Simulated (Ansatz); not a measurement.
## Run report: CH₉BSi, frequency calculation

- system: CH₉BSi
- method: RKS PBE0-D4/6-31G* (Ansatz 0.2.0)

It belongs to a series of runs on one base structure; here: vibrations at the highest image of the band. Figures and captions count atoms from 1; the log counts them from 0 in places.

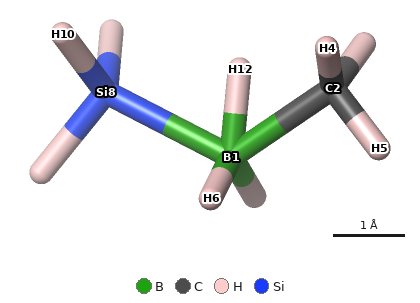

Figure 1. The input geometry (stick view, seen at a tilt; atoms are numbered from 1 in the order of the input). Bond lengths as drawn: B–C 1.80 Å, B–H 1.20 to 1.25 Å, B–Si 2.07 Å, C–H 1.09 Å and H–Si 1.49 Å.

The input:
```yaml
crystal:
  periodic: [false, false, false]
  atoms:
    - { symbol: B, position_ang: [-0.225234, -0.49903, 0.481119] }
    - { symbol: C, position_ang: [0.098347, 0.479796, 1.954016] }
    - { symbol: H, position_ang: [-0.655401, 0.443663, 2.744963] }
    - { symbol: H, position_ang: [1.098272, 0.387179, 2.385227] }
    - { symbol: H, position_ang: [0.024781, 1.444378, 1.45237] }
    - { symbol: H, position_ang: [0.72112, -0.291249, -0.224458] }
    - { symbol: H, position_ang: [-1.346919, -0.212709, 0.170937] }
    - { symbol: Si, position_ang: [-0.279857, -2.56134, 0.575073] }
    - { symbol: H, position_ang: [-0.560416, -2.979657, -0.82669] }
    - { symbol: H, position_ang: [1.001932, -3.199831, 1.00062] }
    - { symbol: H, position_ang: [-1.356119, -3.119035, 1.448146] }
    - { symbol: H, position_ang: [-0.018006, -0.886965, 1.650179] }
basis:
  gaussian: { orbitals: "6-31G*" }
hamiltonian:
  xc: pbe0
  dispersion: d4
phonons: {}
```

Run on 1 thread of AMD EPYC (Zen 3), 24 GiB of memory available, shared host.

Command:
```bash
ansatz run input.yaml --threads 1 --pin off --max-ram 2048MiB --backend cpu --events-out ev --progress --plain --runs-dir out
```

Output:
```
Engine: ansatz 0.2.0, x86_64-unknown-linux-gnu
Functional definition: PBE0
  parameter a = 0.25
  parameter kappa = 0.804
  parameter beta = 0.06672455060314922
  exchange = (1 - a)*pbe_x(kappa = kappa, mu = beta*pi^2/3) + a*exact_x
  correlation = pbe_c(beta = beta)
808 factors; integrals over basis functions are off by at most 6.9e-4 eV
mean field evaluation 1: about -9726.6883 eV, gradient 3.2e1 eV
mean field evaluation 2: about -9726.3223 eV, gradient 3.4e1 eV
mean field evaluation 4: about -9729.3413 eV, gradient 1.1e0 eV
mean field evaluation 8: about -9729.3570 eV, gradient 6.6e-3 eV
mean field -9729.35701087 eV, -357.5472753545 hartree, gradient 5.0e-5 eV, S^2 0.000000; 0 other end points of the search recorded, 0 dependent functions left out
the calculation of the forces begins
reference -9729.35703448 eV, -357.5472762222 hartree; 17, 17 occupied and 50, 50 virtual orbitals, 808 factors
these checks for a lower state are left out or cut short: stability, starts, cluster_reference, orbital_swaps, neighbouring_geometries, increment
808 factors; integrals over basis functions are off by at most 6.9e-4 eV
mean field evaluation 16: about -9729.3569 eV, gradient 3.4e-5 eV
mean field -9729.35688606 eV, -357.5472707677 hartree, gradient 9.2e-7 eV, S^2 0.000000; 0 other end points of the search recorded, 0 dependent functions left out
[... from here on the field's lines of each further geometry are left out, up to the last ...]
the calculation of the forces begins
reference -9729.35696335 eV, -357.5472736080 hartree; 17, 17 occupied and 50, 50 virtual orbitals, 808 factors
these checks for a lower state are left out or cut short: stability, starts, cluster_reference, orbital_swaps, neighbouring_geometries, increment
808 factors; integrals over basis functions are off by at most 6.9e-4 eV
mean field -9729.35697156 eV, -357.5472739098 hartree, gradient 2.7e-6 eV, S^2 0.000000; 0 other end points of the search recorded, 0 dependent functions left out
the calculation of the forces begins
reference -9729.35699517 eV, -357.5472747775 hartree; 17, 17 occupied and 50, 50 virtual orbitals, 808 factors
WARN: phonons: modes at or below zero, which the zero-point energy, F, S and C_V leave out: 1, the lowest at -911.11 cm⁻¹. A minimum has none, and a first-order saddle one
Total energy: -9729.51687897 eV, -357.5531503987 hartree
Atom 0 at    -0.225234    -0.499030     0.481119 Å, force     0.002572     0.000925     0.000660 eV/Å
Atom 1 at     0.098347     0.479796     1.954016 Å, force    -0.004370     0.002661    -0.000628 eV/Å
Atom 2 at    -0.655401     0.443663     2.744963 Å, force    -0.000179    -0.000166    -0.001165 eV/Å
Atom 3 at     1.098272     0.387179     2.385227 Å, force     0.000202     0.000535     0.001118 eV/Å
Atom 4 at     0.024781     1.444378     1.452370 Å, force     0.002155     0.001537     0.000478 eV/Å
Atom 5 at     0.721120    -0.291249    -0.224458 Å, force    -0.002531    -0.001168     0.002636 eV/Å
Atom 6 at    -1.346919    -0.212709     0.170937 Å, force     0.001154    -0.002586     0.001697 eV/Å
Atom 7 at    -0.279857    -2.561340     0.575073 Å, force    -0.001637     0.002086    -0.000872 eV/Å
Atom 8 at    -0.560416    -2.979657    -0.826690 Å, force    -0.000266    -0.000362    -0.000026 eV/Å
Atom 9 at     1.001932    -3.199831     1.000620 Å, force    -0.000532     0.000584    -0.000142 eV/Å
Atom 10 at    -1.356119    -3.119035     1.448146 Å, force     0.000150     0.000127     0.000470 eV/Å
Atom 11 at    -0.018006    -0.886965     1.650179 Å, force     0.003283    -0.004173    -0.004225 eV/Å
Dipole moment:     0.076177     0.236049     0.350224 e Å
Vibrations: -911.11 141.75 178.87 250.09 280.14 480.27 581.99 591.70 740.68 843.54 900.91 943.38 953.98 990.32 996.76 1117.05 1130.64 1157.31 1343.26 1502.48 1527.91 2232.44 2237.41 2258.44 2435.17 2614.22 2692.85 3102.57 3195.59 3213.45 cm⁻¹, zero-point energy 2.519060 eV
```

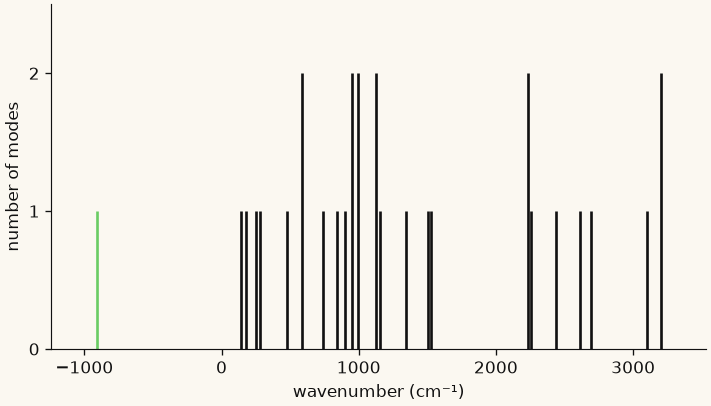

Figure 2. Harmonic vibrational wavenumbers from the force constants; neighbouring modes closer than 19 cm⁻¹ are counted in one stick, and imaginary ones are drawn at negative wavenumbers. 30 modes from 911i to 3213 cm⁻¹, 1 imaginary beyond 8i (911i cm⁻¹): a first-order saddle point, if the geometry is stationary.

Key numbers:

```csv
quantity,value
outcome,converged
total energy,−9729.5169 eV
mean-field energy,−9729.3570 eV
largest force (length of the vector),0.007 eV/Å
wall time,1.9 min
peak memory,0.15 GiB
```
